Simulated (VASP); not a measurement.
# A VASP study of TiAu (PBEsol + D3(BJ)): structure first, properties next, part 4 of 5

Aim: relax TiAu, then compute properties on the relaxed cell. The start is a computed cell from the Materials Project.

VASP 6.6.1; PBEsol with D3(BJ); plane waves and PAW (Ti_sv, Au).

Still holding for the runs below: The k-mesh is coarse for a metal.

So far. Step 6 (Density of states (PBEsol + D3(BJ))): The finer mesh and the other smearing move the Fermi level by -0.00 eV from the 6×9×6 run, a small shift, which tests the Fermi level alone. Of the states within 0.3 eV of the Fermi level, the largest shares in the PAW spheres are Ti d 63 % and Au d 10 %. The rest lies in smaller channels or between the spheres. Step 7 (Core-level energies (PBEsol + D3(BJ))): Atoms of one element give levels within 0.1 eV of each other.

### Step 8. Volume scan with PBEsol + D3(BJ)

An equation of state needs energies on both sides of the minimum, all on one mesh and cutoff.

Input file INCAR:

```
SYSTEM = TiAu
PREC = Accurate
ENCUT = 400
EDIFF = 1E-06
NELM = 100
ISMEAR = 1
SIGMA = 0.2
LREAL = .FALSE.
ALGO = Normal
GGA = PS
IVDW = 12
NBANDS = 29
LORBIT = 11
LWAVE = .FALSE.
LCHARG = .FALSE.
KPAR = 4
ISIF = 2
```

Input file POSCAR:

```
TiAu
1.0
    4.4607918209      0.0000000000      0.0000000000
    0.0000000000      2.7516170737      0.0000000000
    0.0000000000      0.0000000000      4.7642171388
Ti Au
2 2
Direct
    0.2500000000      0.0000000000      0.8166752463
    0.7500000000      0.0000000000      0.1833247537
    0.2500000000      0.5000000000      0.3211522654
    0.7500000000      0.5000000000      0.6788477346
```

Input file KPOINTS:

```
Automatic mesh
0
Gamma
6 9 6
0 0 0
```

PAW data sets: Ti_sv and Au (PBE family, release 64).

Run with:

```
mpirun -np 4 vasp_std
```

Log:

```text
[... set-up lines as in an earlier step ...]
 entering main loop
       N       E                     dE             d eps       ncg     rms          rms(c)
DAV:   1     0.471274362002E+03    0.47127E+03   -0.20008E+04  4648   0.160E+03
DAV:   2     0.213296163327E+02   -0.44994E+03   -0.43286E+03  4840   0.469E+02
DAV:   3    -0.264777277043E+02   -0.47807E+02   -0.46317E+02  7835   0.135E+02
DAV:   4    -0.293545304392E+02   -0.28768E+01   -0.28332E+01  5989   0.301E+01
DAV:   5    -0.294941204335E+02   -0.13959E+00   -0.13952E+00  6466   0.565E+00    0.208E+01
DAV:   6    -0.261283375735E+02    0.33658E+01   -0.10598E+01  4763   0.258E+01    0.961E+00
DAV:   7    -0.259973481370E+02    0.13099E+00   -0.32429E+00  7047   0.130E+01    0.358E+00
DAV:   8    -0.258515847094E+02    0.14576E+00   -0.95372E-01  6111   0.739E+00    0.329E+00
DAV:   9    -0.258427391664E+02    0.88455E-02   -0.80949E-02  5329   0.279E+00    0.723E-01
DAV:  10    -0.258376631829E+02    0.50760E-02   -0.17808E-02  5911   0.132E+00    0.750E-02
DAV:  11    -0.258378355594E+02   -0.17238E-03   -0.15084E-03  7219   0.232E-01    0.664E-02
DAV:  12    -0.258378293036E+02    0.62558E-05   -0.92198E-05  5717   0.765E-02    0.385E-02
DAV:  13    -0.258378420251E+02   -0.12721E-04   -0.19220E-05  5487   0.394E-02    0.227E-02
DAV:  14    -0.258378380188E+02    0.40063E-05   -0.27359E-05  6289   0.399E-02    0.317E-03
DAV:  15    -0.258378382151E+02   -0.19632E-06   -0.51301E-07  3141   0.618E-03
   1 F= -.28725847E+02 E0= -.28724239E+02  d E =-.482260E-02
```

Run time: 10 s. Hardware: 4 MPI ranks of Intel Xeon 6975P-C (Granite Rapids), shared host; peak memory 0.81 GiB.

OUTCAR, selected parts (step 8):

```text
   ENCUT  =  400.0 eV  29.40 Ry    5.42 a.u.   7.27  4.49  7.77*2*pi/ulx,y,z

   NELECT =      46.0000    total number of electrons

 E-fermi :  11.4417

 k-point     1 :       0.0000    0.0000    0.0000
  band No.  band energies     occupation
    ...
     20       8.0563      2.00000
     21       9.8365      2.00000
     22      10.7900      2.00004
     23      11.0097      2.00923
     24      11.2802      1.98387
     25      11.5284      0.33681
     26      13.3283     -0.00000
     27      13.9424     -0.00000
     28      14.0079     -0.00000
     29      14.2975     -0.00000

 Edisp (eV)   -2.88801

  Total       4.93085     4.47245     4.93187     0.00000     0.00000     0.00000
  in kB     135.09553   122.53618   135.12349     0.00000     0.00000     0.00000
  external pressure =      130.92 kB  Pullay stress =        0.00 kB

 POSITION                                       TOTAL-FORCE (eV/Angst)
 -----------------------------------------------------------------------------------
      1.11520      0.00000      3.89082         0.000000     -0.000000      0.178777
      3.34559      0.00000      0.87340        -0.000000     -0.000000     -0.178777
      1.11520      1.37581      1.53004         0.000000      0.000000     -0.020318
      3.34559      1.37581      3.23418        -0.000000     -0.000000      0.020318
 -----------------------------------------------------------------------------------
    total drift:                                0.000000     -0.000000      0.000000

  FREE ENERGIE OF THE ION-ELECTRON SYSTEM (eV)
  ---------------------------------------------------
  free  energy   TOTEN  =       -28.7258469065 eV

  energy  without entropy=      -28.7210243021  energy(sigma->0) =      -28.72423937

[... 5 parts as in an earlier step ...]

[... 11 further parts left out ...]
```

The scan keeps the cell's shape and the fractional positions fixed.

This step gave:

```
SCF cycles              : 15
free energy (TOTEN)     : -28.73 eV
energy at zero smearing : -28.72 eV
Fermi energy            : 11.44 eV
pressure                : 13.09 GPa
```

Force by atom:

```csv
atom,x (eV/Å),y (eV/Å),z (eV/Å),size
Ti1,0.000,0.000,0.179,0.179
Ti2,0.000,0.000,-0.179,0.179
Au3,0.000,0.000,-0.020,0.020
Au4,0.000,0.000,0.020,0.020
```

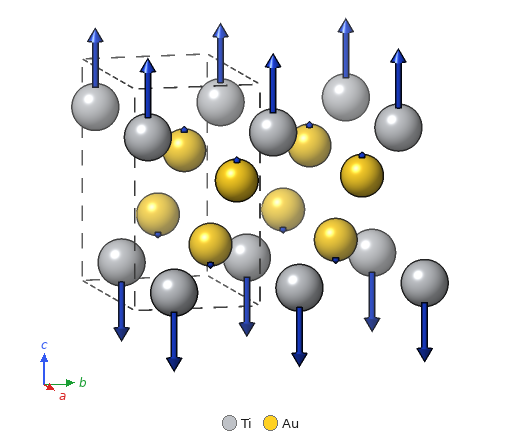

Force as arrows, the longest 0.179 eV/Å. 2×2×1 cells are drawn. Some periodic images of atoms are drawn too.

The pressure here is 13.09 GPa.

### Step 9. Volume scan with PBEsol + D3(BJ) (run 2)

INCAR is that of step 8.

Input file POSCAR:

```
TiAu
1.0
    4.4922068828      0.0000000000      0.0000000000
    0.0000000000      2.7709952972      0.0000000000
    0.0000000000      0.0000000000      4.7977690691
Ti Au
2 2
Direct
    0.2500000000      0.0000000000      0.8166752463
    0.7500000000      0.0000000000      0.1833247537
    0.2500000000      0.5000000000      0.3211522654
    0.7500000000      0.5000000000      0.6788477346
```

KPOINTS is that of step 8.

Run with:

```
mpirun -np 4 vasp_std
```

Log:

```text
[... set-up lines as in an earlier step ...]
 entering main loop
       N       E                     dE             d eps       ncg     rms          rms(c)
DAV:   1     0.473723798703E+03    0.47372E+03   -0.19964E+04  4656   0.159E+03
DAV:   2     0.207956633854E+02   -0.45293E+03   -0.43573E+03  4850   0.470E+02
DAV:   3    -0.266776702555E+02   -0.47473E+02   -0.46070E+02  7736   0.135E+02
DAV:   4    -0.295388326041E+02   -0.28612E+01   -0.28304E+01  6066   0.302E+01
DAV:   5    -0.296789734622E+02   -0.14014E+00   -0.14009E+00  6497   0.561E+00    0.201E+01
DAV:   6    -0.262367048398E+02    0.34423E+01   -0.10573E+01  4927   0.262E+01    0.870E+00
DAV:   7    -0.260828433875E+02    0.15386E+00   -0.24211E+00  7004   0.109E+01    0.327E+00
DAV:   8    -0.259994799824E+02    0.83363E-01   -0.61764E-01  6159   0.609E+00    0.317E+00
DAV:   9    -0.259903815126E+02    0.90985E-02   -0.67161E-02  5332   0.254E+00    0.660E-01
DAV:  10    -0.259845840952E+02    0.57974E-02   -0.22022E-02  6436   0.139E+00    0.806E-02
DAV:  11    -0.259847379497E+02   -0.15385E-03   -0.12459E-03  7019   0.214E-01    0.586E-02
DAV:  12    -0.259847533729E+02   -0.15423E-04   -0.10441E-04  5905   0.762E-02    0.270E-02
DAV:  13    -0.259847640159E+02   -0.10643E-04   -0.29726E-05  5465   0.496E-02    0.954E-03
DAV:  14    -0.259847640237E+02   -0.77716E-08   -0.64719E-06  5645   0.182E-02
   1 F= -.28812041E+02 E0= -.28810628E+02  d E =-.423989E-02
```

Run time: 9.6 s. Hardware: 4 MPI ranks; peak memory 0.83 GiB.

Parts of OUTCAR (step 9):

```text
   ENCUT  =  400.0 eV  29.40 Ry    5.42 a.u.   7.33  4.52  7.82*2*pi/ulx,y,z

   NELECT =      46.0000    total number of electrons

 E-fermi :  11.1126

 k-point     1 :       0.0000    0.0000    0.0000
  band No.  band energies     occupation
    ...
     20       7.7812      2.00000
     21       9.5353      2.00000
     22      10.4717      2.00006
     23      10.6946      2.01183
     24      10.9531      1.97865
     25      11.1941      0.36966
     26      12.9532     -0.00000
     27      13.5452     -0.00000
     28      13.6071     -0.00000
     29      13.8898     -0.00000

 Edisp (eV)   -2.82728

  Total       3.13173     2.87508     3.13291     0.00000     0.00000     0.00000
  in kB      84.01574    77.13039    84.04734     0.00000     0.00000     0.00000
  external pressure =       81.73 kB  Pullay stress =        0.00 kB

 POSITION                                       TOTAL-FORCE (eV/Angst)
 -----------------------------------------------------------------------------------
      1.12305      0.00000      3.91822         0.000000      0.000000      0.108522
      3.36916      0.00000      0.87955         0.000000     -0.000000     -0.108522
      1.12305      1.38550      1.54081        -0.000000      0.000000     -0.012285
      3.36916      1.38550      3.25695        -0.000000      0.000000      0.012285
 -----------------------------------------------------------------------------------
    total drift:                                0.000000     -0.000000      0.000000

  FREE ENERGIE OF THE ION-ELECTRON SYSTEM (eV)
  ---------------------------------------------------
  free  energy   TOTEN  =       -28.8120408919 eV

  energy  without entropy=      -28.8078010034  energy(sigma->0) =      -28.81062760

[... 5 parts as in an earlier step ...]

[... 11 further parts left out ...]
```

This step gave:

```yaml
scf_cycles: 14
free_energy_toten: -28.81 eV
energy_at_zero_smearing: -28.81 eV
fermi_energy: 11.11 eV
pressure: 8.173 GPa
```

Force by atom:

```csv
atom,x (eV/Å),y (eV/Å),z (eV/Å),size
Ti1,0.000,0.000,0.109,0.109
Ti2,0.000,0.000,-0.109,0.109
Au3,0.000,0.000,-0.012,0.012
Au4,0.000,0.000,0.012,0.012
```

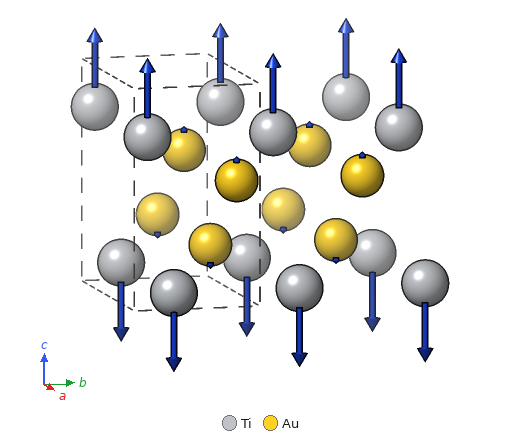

Force as arrows, the longest 0.109 eV/Å. 2×2×1 cells are drawn. Some periodic images of atoms are drawn too.

The pressure falls from 13.09 to 8.17 GPa.

### Step 10. Volume scan with PBEsol + D3(BJ) (run 3)

INCAR is that of step 9.

Input file POSCAR:

```
TiAu
1.0
    4.5231885990      0.0000000000      0.0000000000
    0.0000000000      2.7901062135      0.0000000000
    0.0000000000      0.0000000000      4.8308581773
Ti Au
2 2
Direct
    0.2500000000      0.0000000000      0.8166752463
    0.7500000000      0.0000000000      0.1833247537
    0.2500000000      0.5000000000      0.3211522654
    0.7500000000      0.5000000000      0.6788477346
```

KPOINTS is that of step 9.

Run with:

```
mpirun -np 4 vasp_std
```

Log:

```text
[... set-up lines as in an earlier step ...]
 entering main loop
       N       E                     dE             d eps       ncg     rms          rms(c)
DAV:   1     0.473642192183E+03    0.47364E+03   -0.20033E+04  4640   0.158E+03
DAV:   2     0.217609477559E+02   -0.45188E+03   -0.43476E+03  4850   0.468E+02
DAV:   3    -0.266590480037E+02   -0.48420E+02   -0.46898E+02  7763   0.135E+02
DAV:   4    -0.296815057511E+02   -0.30225E+01   -0.29962E+01  6082   0.307E+01
[...]
DAV:  12    -0.260932165813E+02   -0.44776E-04   -0.91989E-05  5948   0.639E-02    0.272E-02
DAV:  13    -0.260932194031E+02   -0.28218E-05   -0.33354E-05  5892   0.437E-02    0.538E-03
DAV:  14    -0.260932199888E+02   -0.58574E-06   -0.35881E-06  5190   0.142E-02
   1 F= -.28862205E+02 E0= -.28860924E+02  d E =-.384154E-02
```

It took 9.8 s on 4 MPI ranks; peak memory 0.84 GiB.

Parts of OUTCAR (step 10):

```text
 Edisp (eV)   -2.76898

  Total       1.48210     1.36668     1.48203     0.00000     0.00000    -0.00000
  in kB      38.94915    35.91593    38.94746     0.00000     0.00000    -0.00000
  external pressure =       37.94 kB  Pullay stress =        0.00 kB

 POSITION                                       TOTAL-FORCE (eV/Angst)
 -----------------------------------------------------------------------------------
      1.13080      0.00000      3.94524        -0.000000      0.000000      0.046941
      3.39239      0.00000      0.88562        -0.000000      0.000000     -0.046941
      1.13080      1.39505      1.55144         0.000000     -0.000000     -0.006975
      3.39239      1.39505      3.27942        -0.000000      0.000000      0.006975
 -----------------------------------------------------------------------------------
    total drift:                                0.000000     -0.000000      0.000000

  FREE ENERGIE OF THE ION-ELECTRON SYSTEM (eV)
  ---------------------------------------------------
  free  energy   TOTEN  =       -28.8622049516 eV

  energy  without entropy=      -28.8583634113  energy(sigma->0) =      -28.86092444

[... 1 part as in an earlier step ...]

[... 2 further parts left out ...]
[key lines of the parts left out:]
E-fermi :  10.7972
```

The pressure falls from 8.17 to 3.79 GPa.

The run ends at a pressure of 3.79 GPa, with forces up to 0.047 eV/Å.

### Step 11. Volume scan with PBEsol + D3(BJ) (run 4)

INCAR is that of step 10.

Input file POSCAR:

```
TiAu
1.0
    4.5537516112      0.0000000000      0.0000000000
    0.0000000000      2.8089588544      0.0000000000
    0.0000000000      0.0000000000      4.8635001011
Ti Au
2 2
Direct
    0.2500000000      0.0000000000      0.8166752463
    0.7500000000      0.0000000000      0.1833247537
    0.2500000000      0.5000000000      0.3211522654
    0.7500000000      0.5000000000      0.6788477346
```

KPOINTS is that of step 10.

Run with:

```
mpirun -np 4 vasp_std
```

Log:

```text
[... set-up lines as in an earlier step ...]
 entering main loop
       N       E                     dE             d eps       ncg     rms          rms(c)
[... 14 cycles as in an earlier step ...]
   1 F= -.28879856E+02 E0= -.28878639E+02  d E =-.365093E-02
```

It took 9.8 s on 4 MPI ranks; peak memory 0.84 GiB; 37 s of CPU time.

Parts of OUTCAR (step 11):

```text
 Edisp (eV)   -2.71299

[... 6 parts as in an earlier step ...]

[... 1 further part left out ...]
[key lines of the parts left out:]
E-fermi :  10.4950
```

The pressure falls from 3.79 to -0.07 GPa, so it vanishes between these two volumes.

### Step 12. Volume scan with PBEsol + D3(BJ) (run 5)

INCAR is that of step 11.

Input file POSCAR:

```
TiAu
1.0
    4.5839097855      0.0000000000      0.0000000000
    0.0000000000      2.8275617731      0.0000000000
    0.0000000000      0.0000000000      4.8957096497
Ti Au
2 2
Direct
    0.2500000000      0.0000000000      0.8166752463
    0.7500000000      0.0000000000      0.1833247537
    0.2500000000      0.5000000000      0.3211522654
    0.7500000000      0.5000000000      0.6788477346
```

KPOINTS is that of step 11.

Run with:

```
mpirun -np 4 vasp_std
```

Log:

```text
[... set-up lines as in an earlier step ...]
 entering main loop
       N       E                     dE             d eps       ncg     rms          rms(c)
DAV:   1     0.470160827038E+03    0.47016E+03   -0.20036E+04  4648   0.157E+03
DAV:   2     0.209222696625E+02   -0.44924E+03   -0.43218E+03  4825   0.466E+02
DAV:   3    -0.268248354911E+02   -0.47747E+02   -0.46277E+02  7757   0.134E+02
DAV:   4    -0.298902011487E+02   -0.30654E+01   -0.30350E+01  6097   0.306E+01
[...]
DAV:  11    -0.262095109561E+02   -0.71525E-04   -0.28741E-04  6450   0.128E-01    0.352E-02
DAV:  12    -0.262095094687E+02    0.14874E-05   -0.31604E-05  6778   0.345E-02    0.116E-02
DAV:  13    -0.262095093995E+02    0.69160E-07   -0.27633E-06  4673   0.155E-02
   1 F= -.28868672E+02 E0= -.28867478E+02  d E =-.358348E-02
```

Wall time 9.4 s (4 MPI ranks); peak memory 0.85 GiB.

OUTCAR, selected parts (step 12):

```text
 Edisp (eV)   -2.65916

  Total      -1.44439    -1.38277    -1.44526     0.00000     0.00000     0.00000
  in kB     -36.46961   -34.91374   -36.49152     0.00000     0.00000     0.00000
  external pressure =      -35.96 kB  Pullay stress =        0.00 kB

 POSITION                                       TOTAL-FORCE (eV/Angst)
 -----------------------------------------------------------------------------------
      1.14598      0.00000      3.99820         0.000000     -0.000000     -0.056544
      3.43793      0.00000      0.89750        -0.000000     -0.000000      0.056544
      1.14598      1.41378      1.57227        -0.000000      0.000000     -0.002727
      3.43793      1.41378      3.32344        -0.000000     -0.000000      0.002727
 -----------------------------------------------------------------------------------
    total drift:                                0.000000     -0.000000      0.000000

  FREE ENERGIE OF THE ION-ELECTRON SYSTEM (eV)
  ---------------------------------------------------
  free  energy   TOTEN  =       -28.8686724715 eV

  energy  without entropy=      -28.8650889943  energy(sigma->0) =      -28.86747798

[... 1 part as in an earlier step ...]

[... 2 further parts left out ...]
[key lines of the parts left out:]
E-fermi :  10.2047
```

The pressure falls from -0.07 to -3.60 GPa.

The run ends at a pressure of -3.60 GPa, with forces up to 0.057 eV/Å.

### Step 13. Volume scan with PBEsol + D3(BJ) (run 6)

INCAR is that of step 12.

Input file POSCAR:

```
TiAu
1.0
    4.6136762675      0.0000000000      0.0000000000
    0.0000000000      2.8459230783      0.0000000000
    0.0000000000      0.0000000000      4.9275008629
Ti Au
2 2
Direct
    0.2500000000      0.0000000000      0.8166752463
    0.7500000000      0.0000000000      0.1833247537
    0.2500000000      0.5000000000      0.3211522654
    0.7500000000      0.5000000000      0.6788477346
```

KPOINTS is that of step 12.

Run with:

```
mpirun -np 4 vasp_std
```

Log:

```text
[... set-up lines as in an earlier step ...]
 entering main loop
       N       E                     dE             d eps       ncg     rms          rms(c)
DAV:   1     0.466391810141E+03    0.46639E+03   -0.20039E+04  4640   0.156E+03
DAV:   2     0.201660562452E+02   -0.44623E+03   -0.42972E+03  4890   0.461E+02
DAV:   3    -0.270126954014E+02   -0.47179E+02   -0.45841E+02  7799   0.132E+02
DAV:   4    -0.299569444360E+02   -0.29442E+01   -0.29199E+01  6105   0.301E+01
[...]
DAV:  11    -0.262240989991E+02   -0.86901E-04   -0.53192E-04  6310   0.165E-01    0.468E-02
DAV:  12    -0.262240949804E+02    0.40187E-05   -0.68950E-05  6300   0.575E-02    0.232E-02
DAV:  13    -0.262240940529E+02    0.92753E-06   -0.40622E-06  5529   0.148E-02
   1 F= -.28831451E+02 E0= -.28830279E+02  d E =-.351458E-02
```

The job ended after 9.8 s (4 MPI ranks; peak memory 0.86 GiB; 37 s of CPU time).

Parts of OUTCAR (step 13):

```text
 Edisp (eV)   -2.60736

  Total      -2.71634    -2.59610    -2.71616     0.00000     0.00000    -0.00000
  in kB     -67.26639   -64.28868   -67.26194     0.00000     0.00000    -0.00000
  external pressure =      -66.27 kB  Pullay stress =        0.00 kB

 POSITION                                       TOTAL-FORCE (eV/Angst)
 -----------------------------------------------------------------------------------
      1.15342      0.00000      4.02417        -0.000000     -0.000000     -0.099259
      3.46026      0.00000      0.90333         0.000000     -0.000000      0.099259
      1.15342      1.42296      1.58248        -0.000000      0.000000     -0.002951
      3.46026      1.42296      3.34502         0.000000     -0.000000      0.002951
 -----------------------------------------------------------------------------------
    total drift:                                0.000000     -0.000000      0.000000

  FREE ENERGIE OF THE ION-ELECTRON SYSTEM (eV)
  ---------------------------------------------------
  free  energy   TOTEN  =       -28.8314505143 eV

  energy  without entropy=      -28.8279359344  energy(sigma->0) =      -28.83027899

[... 1 part as in an earlier step ...]

[... 2 further parts left out ...]
[key lines of the parts left out:]
E-fermi :   9.9246
```

The pressure falls from -3.60 to -6.63 GPa.

The run ends at a pressure of -6.63 GPa, with forces up to 0.099 eV/Å.

(Continued in part 5 of 5.)

[Lines on the potential files, build, host, timing and source positions are cut from VASP's logs without a mark.]

[Logs are printed without paths, hosts, clocks, repeated set-up lines and the standing remarks that a program may print on its own settings, such as how far it seeks lower states.]

[Hosts, paths, dates, database ids (printed as entryN), source tags and the programs' standing remarks are cut or masked in the printed files.]

[Measured values are set beside computed ones only where the two were judged alike; some that the calculation misses by far are left out.]
